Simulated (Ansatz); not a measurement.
# H₂ (singlet): correlated methods under varied settings

What do other methods and options give for H₂ (singlet) at this geometry, and how long do they take?

Program: Ansatz 0.2.0, Gaussian basis. Level of theory: the settings change from run to run. These are calculated values, not measurements.

12 further runs of the same task are left out: 3 that didn't finish, 9 set aside as unsound or not needed.

## Step 1: The geometry

The geometry is an MP2(full)/6-31G* stationary point (not a proven minimum).

2 atoms, charge 0, spin multiplicity 1.

Atoms are counted from 1 here; the program's logs count them from 0.

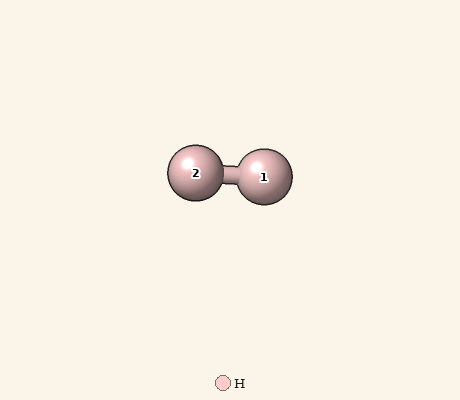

The structure; hydrogen pink; atoms are numbered from 1 in the order of the file.

## Step 2: CISD/def2-mTZVP

File in.yaml:

```yaml
crystal:
  periodic: [false, false, false]
  atoms:
    - {symbol: H, position_ang: [0.000000, 0.000000, 0.000000]}
    - {symbol: H, position_ang: [0.000000, 0.000000, 0.737166]}
basis:
  gaussian: {orbitals: def2-mTZVP, fitting: {mean_field: def2-universal-jkfit}}
correlation: {active_space: {ras: {orbitals: [1, 0, 5], electrons: 2, max_holes: 2, max_particles: 2}, fixed_orbitals: true}}
output: {forces: true}
```

Command:

```bash
$ ansatz run in.yaml --threads 1 --pin off --events-out ev --progress --plain --max-ram 2393MiB
```

The program printed:

```text
Functional definition: HF
  name "HF"
  cite "Fock, Z. Phys. 61, 126 (1930) doi:10.1007/BF01340294"
  parent pbe
  exchange = exact_x
  correlation = 0
36 factors; integrals over basis functions are off by at most 5.5e-1 eV
mean field evaluation 1: about -30.6066 eV, gradient 3.8e0 eV
mean field evaluation 2: about -30.6913 eV, gradient 7.8e-1 eV
mean field evaluation 4: about -30.6952 eV, gradient 1.4e-5 eV
mean field -30.69517898 eV, -1.1280270216 hartree, gradient 7.4e-7 eV, S^2 0.000000; 0 other end points of the search recorded, 0 dependent functions left out
reference -30.69517898 eV, -1.1280270216 hartree; 1, 1 occupied and 5, 5 virtual orbitals, 36 factors
state -31.38319547 eV, -1.1533111612 hartree
the calculation of the forces begins
Total energy: -31.38319547 eV, -1.1533111612 hartree
Atom 0 at     0.000000     0.000000     0.000000 Å, force    -0.000000    -0.000000    -0.334731 eV/Å
Atom 1 at     0.000000     0.000000     0.737166 Å, force    -0.000000    -0.000000     0.334731 eV/Å
Dipole moment:     0.000000     0.000000     0.000000 e Å
```

It took 0.06 s on 1 thread of Intel Xeon 6975P-C, shared host.

From the report: 18 determinants.

## Step 3: CISD/aug-cc-pVDZ

File in.yaml:

```yaml
crystal:
  periodic: [false, false, false]
  atoms:
    - {symbol: H, position_ang: [0.000000, 0.000000, 0.000000]}
    - {symbol: H, position_ang: [0.000000, 0.000000, 0.737166]}
basis:
  gaussian: {orbitals: aug-cc-pVDZ}
correlation: {active_space: {ras: {orbitals: [1, 0, 17], electrons: 2, max_holes: 2, max_particles: 2}, fixed_orbitals: true}}
scf: {lower_state_search: off}
```

Launched as before.

The program printed:

```text
Functional definition: HF
  name "HF"
  cite "Fock, Z. Phys. 61, 126 (1930) doi:10.1007/BF01340294"
  parent pbe
  exchange = exact_x
  correlation = 0
these checks for a lower state are left out or cut short: stability, starts, cluster_reference, orbital_swaps, neighbouring_geometries, increment
166 factors; integrals over basis functions are off by at most 9.1e-4 eV
mean field evaluation 1: about -30.6206 eV, gradient 3.8e0 eV
mean field evaluation 2: about -30.6196 eV, gradient 3.8e0 eV
mean field evaluation 4: about -30.7145 eV, gradient 5.7e-2 eV
mean field evaluation 8: about -30.7145 eV, gradient 3.6e-6 eV
mean field -30.71454892 eV, -1.1287388539 hartree, gradient 3.6e-6 eV, S^2 0.000000; 0 other end points of the search recorded, 0 dependent functions left out
reference -30.71454892 eV, -1.1287388539 hartree; 1, 1 occupied and 17, 17 virtual orbitals, 166 factors
state -31.68745717 eV, -1.1644925725 hartree
Total energy: -31.68745717 eV, -1.1644925725 hartree
Checks for a lower state left out: stability, starts, cluster_reference, orbital_swaps, neighbouring_geometries, increment
```

It took 0.06 s on 1 thread of Intel Xeon 6975P-C, shared host.

From the report: 66 determinants.

## Step 4: CISD/cc-pVQZ

File in.yaml:

```yaml
crystal:
  periodic: [false, false, false]
  atoms:
    - {symbol: H, position_ang: [0.000000, 0.000000, 0.000000]}
    - {symbol: H, position_ang: [0.000000, 0.000000, 0.737166]}
basis:
  gaussian: {orbitals: cc-pVQZ}
correlation: {active_space: {ras: {orbitals: [1, 0, 59], electrons: 2, max_holes: 2, max_particles: 2}, fixed_orbitals: true}}
scf: {lower_state_search: off}
```

Same command.

The program printed:

```text
Functional definition: HF
  name "HF"
  cite "Fock, Z. Phys. 61, 126 (1930) doi:10.1007/BF01340294"
  parent pbe
  exchange = exact_x
  correlation = 0
these checks for a lower state are left out or cut short: stability, starts, cluster_reference, orbital_swaps, neighbouring_geometries, increment
328 factors; integrals over basis functions are off by at most 1.3e-3 eV
mean field evaluation 1: about -30.7578 eV, gradient 3.7e0 eV
mean field evaluation 2: about -30.7575 eV, gradient 3.7e0 eV
mean field evaluation 4: about -30.8437 eV, gradient 6.7e-2 eV
mean field evaluation 8: about -30.8437 eV, gradient 3.9e-7 eV
mean field -30.84373364 eV, -1.1334863046 hartree, gradient 3.8e-7 eV, S^2 0.000000; 0 other end points of the search recorded, 0 dependent functions left out
reference -30.84373364 eV, -1.1334863046 hartree; 1, 1 occupied and 59, 59 virtual orbitals, 328 factors
state -31.94023037 eV, -1.1737818162 hartree
Total energy: -31.94023037 eV, -1.1737818162 hartree
Checks for a lower state left out: stability, starts, cluster_reference, orbital_swaps, neighbouring_geometries, increment
```

Wall time 0.51 s (1 thread of Intel Xeon 6975P-C, shared host).

From the report: 552 determinants.

## Step 5: CCSDT on UHF/x2c-TZVPPall

File in.yaml:

```yaml
crystal:
  periodic: [false, false, false]
  atoms:
    - {symbol: H, position_ang: [0.000000, 0.000000, 0.000000]}
    - {symbol: H, position_ang: [0.000000, 0.000000, 0.737166]}
basis:
  gaussian: {orbitals: x2c-TZVPPall}
magnetization: {spin_polarized: true, initial_magnetization: 0}
correlation: {method: ccsdt, electrons: all}
scf: {lower_state_search: off}
output: {forces: true}
```

The command is unchanged.

The program printed (excerpt; [...] marks lines left out):

```text
Functional definition: HF
  name "HF"
  cite "Fock, Z. Phys. 61, 126 (1930) doi:10.1007/BF01340294"
  parent pbe
[...]
270 factors; integrals over basis functions are off by at most 1.7e-7 eV
[...]
mean field -30.83033271 eV, -1.1329938294 hartree, gradient 3.2e-7 eV, S^2 0.000000; 0 other end points of the search recorded, 0 dependent functions left out
reference -30.83033271 eV, -1.1329938294 hartree; 1, 1 occupied and 27, 27 virtual orbitals, 270 factors
second order -0.86174473 eV of doubles, -0.00000000 eV of singles
cycle   1  -1.00566628 eV  change   -1.4e-1 eV  update   2.6e-2
[...]
cycle   8  -1.07039089 eV  change   -1.1e-7 eV  update   4.4e-8
[...]
Total energy: -31.90072360 eV, -1.1723299691 hartree
Relativity: scalar
Atom 0 at     0.000000     0.000000     0.000000 Å, force    -0.000000     0.000000    -0.199717 eV/Å
Atom 1 at     0.000000     0.000000     0.737166 Å, force     0.000000     0.000000     0.199717 eV/Å
Dipole moment:     0.000000    -0.000000    -0.000000 e Å
Checks for a lower state left out: starts, cluster_reference, orbital_swaps, neighbouring_geometries, increment
```

It took 0.69 s on 1 thread of Intel Xeon 6975P-C, shared host.

From the report: ⟨S²⟩ of the determinant 0.000 (pure singlet: 0.00); correlation -1.0704 eV; T1 0.006; largest double amplitude 0.06.

## Step 6: All runs side by side

```tsv
level	correlated	functions	energy (eV)	time
CISD/def2-mTZVP	outside noble gas	6	-31.3832	0.06 s
CISD/aug-cc-pVDZ	outside noble gas	18	-31.6875	0.06 s
CISD/cc-pVQZ	all	60	-31.9402	0.51 s
CCSDT on UHF/x2c-TZVPPall	all	28	-31.9007	0.69 s
```

## Step 7: Outcome

| quantity | value |
| --- | --- |
| runs | 4 |
| quickest | CISD/def2-mTZVP, 0.06 s |
| slowest | CCSDT on UHF/x2c-TZVPPall, 0.69 s |

Total energies in different bases, with other cores or another treatment of relativity can't be set against each other. CCSDT on UHF/x2c-TZVPPall took 12 times as long as CISD/def2-mTZVP; the jobs differ in more than the method.
